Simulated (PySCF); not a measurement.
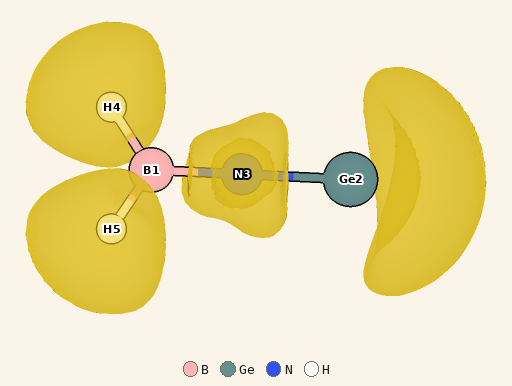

The picture shows: BGeH₂N (SMILES B[N+]#[Ge-]). Isosurface of the electron localisation function at 0.75 (yellow), seen at a tilt. Core shells and regions of very low density are left out.

Geometry: PBE0-D4/def2-SVP.

Method: Gaussian-basis quantum chemistry of an isolated molecule with PySCF, energy and nuclear gradient, functional PBE0 in PySCF.

The calculation's input:

```
from pyscf import gto, dft

mol = gto.Mole()
mol.atom = '''
B     -0.185175    -0.221776    -0.573685
Ge     0.448558     2.146135     1.268535
N      0.104390     0.856051     0.263304
H      0.393853    -1.281948    -0.432559
H     -1.019395    -0.110859    -1.451738
'''
mol.basis = 'def2-tzvpd'
mol.verbose = 3
mol.max_memory = 3720
mol.build()

mf = dft.RKS(mol)
mf.xc = 'pbe0'
mf = mf.density_fit(auxbasis='def2-universal-jkfit')
mf.grids.level = 3
mf.max_cycle = 100
mf.conv_tol = 1e-09
mf.kernel()
if not mf.converged:
    mf = mf.newton().run(mf.mo_coeff, mf.mo_occ)

e_final = mf.e_tot
print('Final energy', e_final)
grad = mf.nuc_grad_method().kernel()
dip = mf.dip_moment()
pop, q = mf.mulliken_pop()
```

Run with:

```sh
OMP_NUM_THREADS=2 python input.py
```

Q: Describe the localisation domains.

A: The surface consists of two regions around hydrogen nuclei, one region on N in which the atom's valence shell and bonds are merged and one lobe on Ge, pointing away from the bonds (lone pairs).

Values along the shortest contacts:
B–N (1.40 Å): the ELF peaks at about 0.90 between the atoms; a short, strongly polar bond. Ge–N (1.67 Å): the ELF peaks at about 0.85 in the valence shell of N, 0.6 Å from its nucleus, and is about 0.30 at the midpoint.
